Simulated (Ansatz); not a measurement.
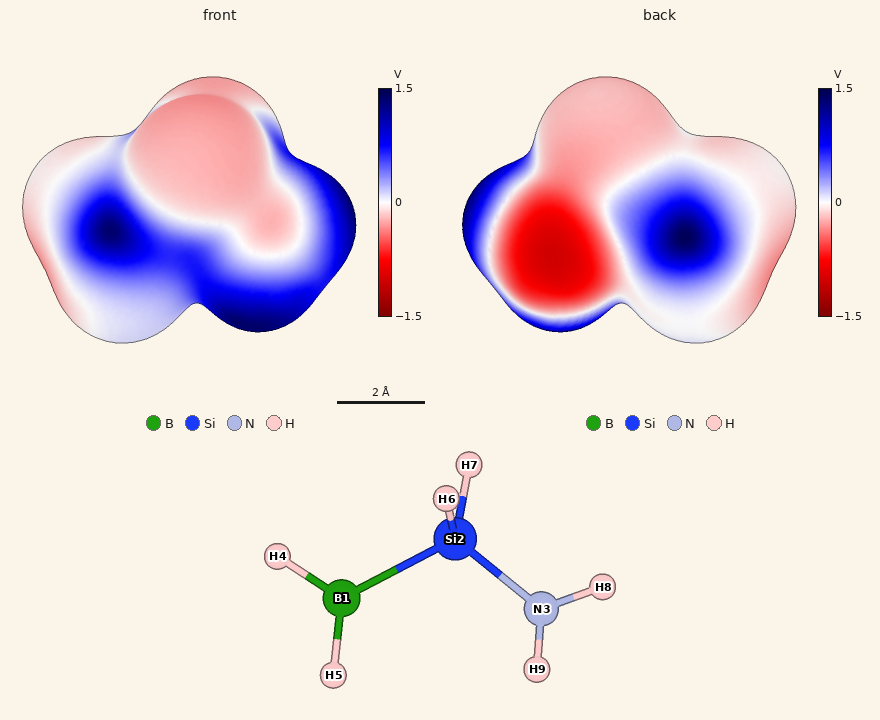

Figure. BH6NSi. The molecular electrostatic potential painted on the density surface at 0.001 e/bohr³, seen from the front and from behind; the colour scale runs from red (negative) to blue (positive). The bare structure is drawn below in the same view.

Geometry: PBE0-D4/def2-TZVP.

These are results of Ansatz 0.2.0, RKS PBE0-D4/def2-TZVPP, not measurements.

```csv
atom,x (Å),y (Å),z (Å)
B,-0.9120,0.0186,-1.0357
Si,0.6369,0.1350,0.2270
N,0.8662,-1.3346,1.0995
H,-1.0408,0.8329,-1.9032
H,-1.7725,-0.8080,-0.9341
H,0.3317,1.3467,1.0677
H,1.9187,0.4508,-0.4643
H,1.6455,-1.4368,1.7296
H,0.0608,-1.8319,1.4439
```

Question: Where is the surface potential most negative and most positive?

Answer: The most negative region (about −1.0 V) lies over N3, the most positive (about +1.4 V) over B1, H8 and H9.
